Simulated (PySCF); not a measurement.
```csv
atom,x (Å),y (Å),z (Å)
C,-1.5448,1.1434,0.0165
C,-1.4459,-0.1684,-0.1356
Si,0.0183,-1.2421,0.3435
C,1.6125,-0.2169,0.3801
Br,3.1281,-1.1524,1.0921
C,1.7749,0.9694,-0.0982
O,1.8256,2.0472,-0.5334
H,-2.4325,1.6912,-0.2608
H,-0.7411,1.7353,0.4229
H,-2.2963,-0.7000,-0.5443
H,0.2299,-2.3124,-0.6383
H,-0.1274,-1.7948,1.6943
```

Geometry: GFN2-xTB.

The calculation used PBE0/def2-SVPD, SCF density, gas phase in PySCF.

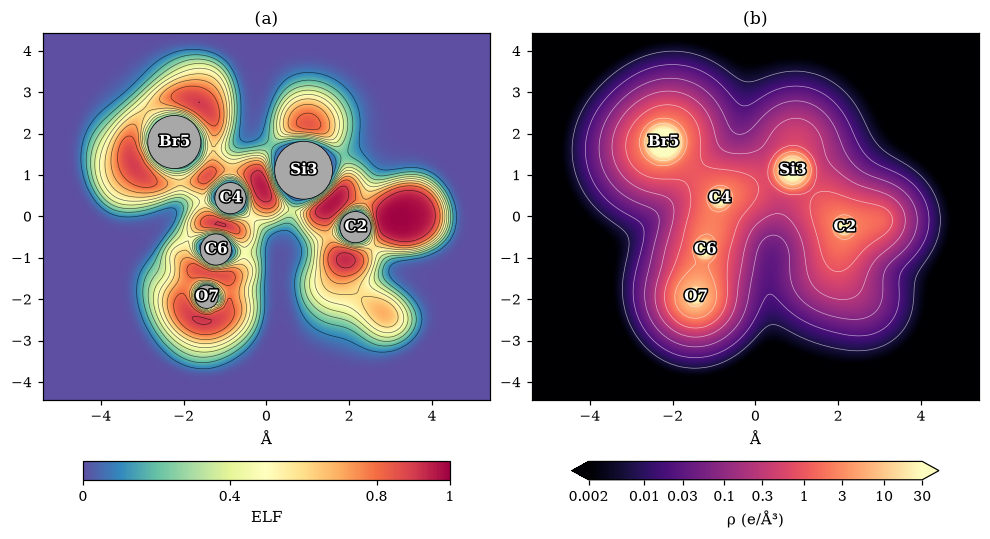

C$_{4}$H$_{5}$BrOSi. (a) ELF; (b) total electron density on the plane of atoms Br5, C4 and C6. Grey discs cover the atomic cores in the ELF map.

Q: What do the fields say about this system?

A:
- Atoms in the plane: C, Si, Br and O.
- C–O (1.16 Å): ρ at the midpoint is about 3.6 e/Å³; the ELF peaks at about 0.85 between the atoms; a short, multiple covalent bond.
- C–C (1.29 Å): ρ at the midpoint is about 2.3 e/Å³; the ELF peaks at about 0.90 between the atoms (a multiple bond).
- C–Si (1.88 Å): the density is about 0.96 e/Å³ at the midpoint; the ELF peaks at about 0.95 between the atoms: a shared electron pair.
- C–Br (1.92 Å): ρ at the midpoint is about 1 e/Å³; the ELF peaks at about 0.85 between the atoms; a covalent bond.
- The ELF also peaks beside O7 and Br5, away from the bonds: lone-pair regions.
